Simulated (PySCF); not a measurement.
C2H6NSi2 (SMILES N#C[SiH]C[SiH3]) (doublet)

| atom | x (Å) | y (Å) | z (Å) |
| --- | --- | --- | --- |
| N | 3.1128 | 1.5270 | -0.6540 |
| C | 2.3548 | 0.8921 | -0.0567 |
| Si | 1.3068 | -0.2791 | 0.8782 |
| C | -0.1486 | -0.9869 | -0.0973 |
| Si | -1.5781 | 0.2498 | -0.3833 |
| H | 1.0802 | 0.1460 | 2.2521 |
| H | -0.5371 | -1.8616 | 0.4265 |
| H | 0.2060 | -1.3421 | -1.0659 |
| H | -2.6425 | -0.4155 | -1.1354 |
| H | -1.0648 | 1.4042 | -1.1168 |
| H | -2.0841 | 0.6686 | 0.9265 |

Geometry: GFN2-xTB.

Method: UKS B3LYP, pcH-1 on C H N Si, non-relativistic, mean-field spin-orbit, GIAO in PySCF.

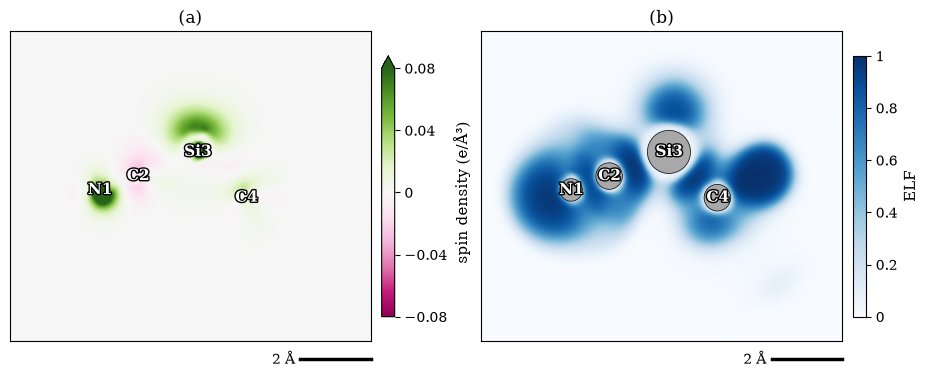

Figure 1. (a) spin density; (b) electron localisation function on the plane of atoms C2, Si3 and C4. Grey discs cover the atomic cores in the ELF map.

Question: What do the fields say about this system?

Answer: The plane passes through N, C and Si nuclei.
C–N (1.16 Å): the ELF peaks at about 0.85 between the atoms; a short, multiple covalent bond.
C–Si (1.83 Å): the ELF peaks at about 0.95 between the atoms (localised, covalent bonding).
C–Si (1.89 Å): the ELF peaks at about 0.95 between the atoms, as expected for localised, covalent bonding.
The ELF also peaks beside N1, away from the bonds: non-bonding electrons, paired or unpaired.
The unpaired spin (1 electron) lies mostly on Si3 (about 0.7) and N1 (about 0.1), in electrons by Hirshfeld's partition.

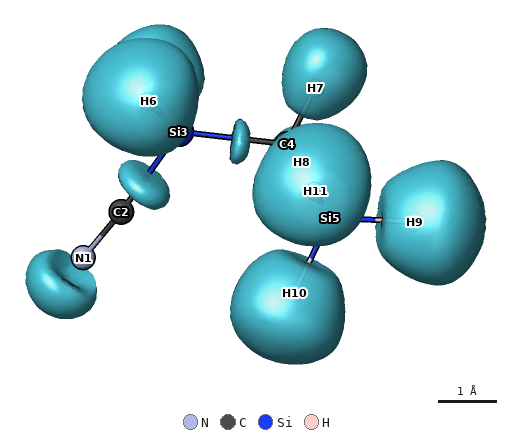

Figure 2. Isosurface of the ELF at 0.9 (cyan), seen at a tilt. Only the valence region is drawn (cores and ρ < 0.01 e/Å³ removed).

Question: Describe the localisation domains.

Answer: The ELF exceeds this value in three regions between bonded C–Si atoms (shared pairs), six regions around hydrogen nuclei, one lobe on N, pointing away from the bonds (non-bonding electrons) and one lobe on Si, pointing away from the bonds (non-bonding electrons).

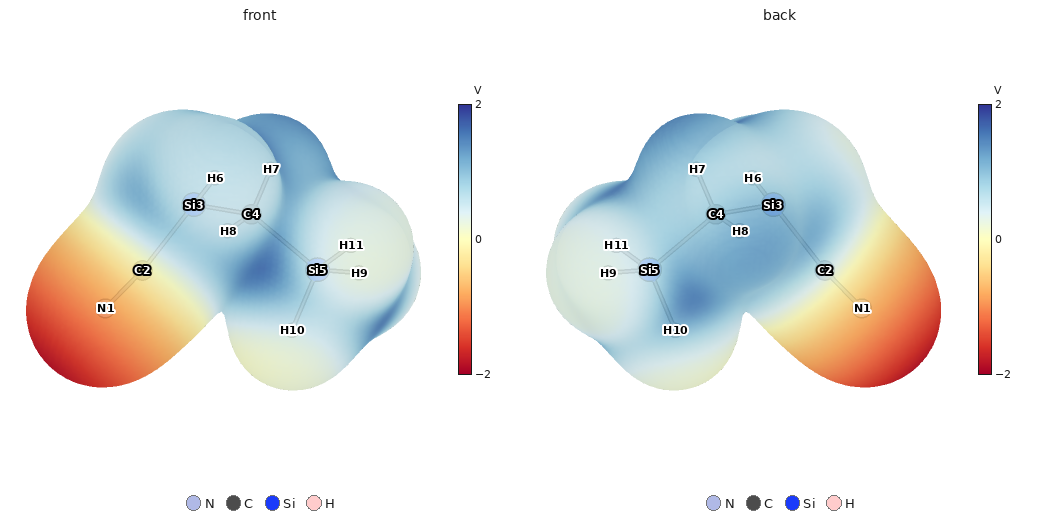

Figure 3. The electrostatic potential painted on the density surface at 0.002 e/bohr³, seen from the front and from behind; red is negative and blue positive.

Question: Where is the surface potential most negative and most positive?

Answer: The most negative region (about −1.8 V) lies over N1, the most positive (about +1.6 V) over Si3 and Si5. N1 is the likeliest acceptor of a hydrogen bond.
